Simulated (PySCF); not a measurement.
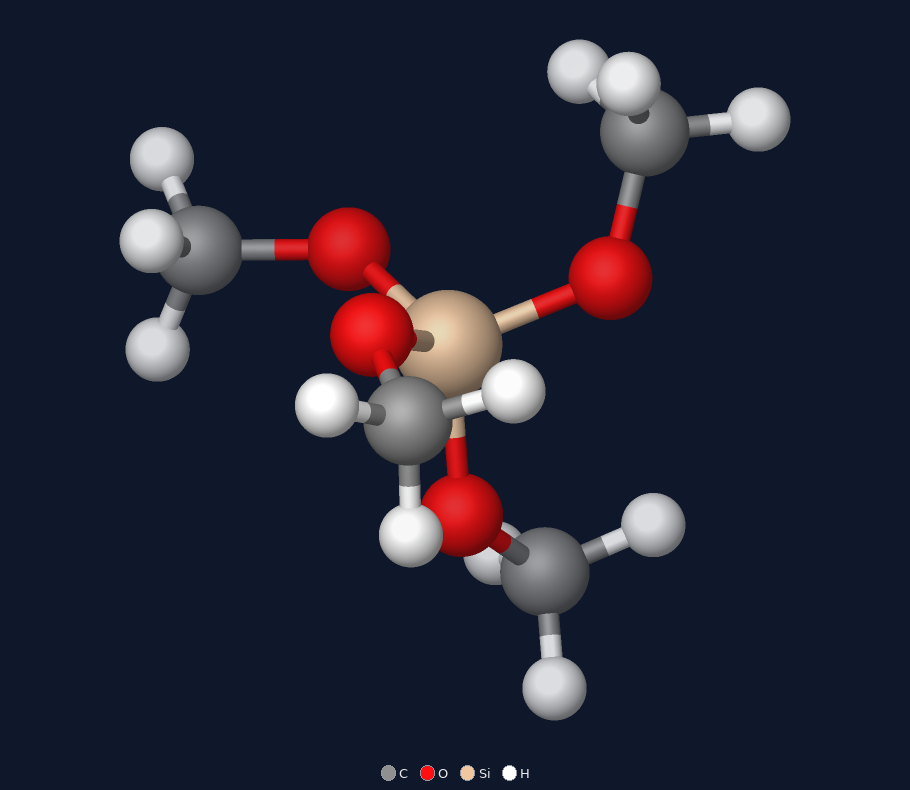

The geometry was computed by an optimisation with PBE0-D3(BJ)/def2-SVP. No frequency run is at hand to confirm it as a minimum. Method: ωB97X-D/pcSseg-1 in chloroform (IEF-PCM) (PySCF 2.14.0).

Give the HOMO energy (Kohn–Sham orbital) at this level.

Answer. −10.05 eV.

What is the HOMO–LUMO gap?

Answer. 13.14 eV.

Give the dipole moment at this level.

Answer. 0.06 D.
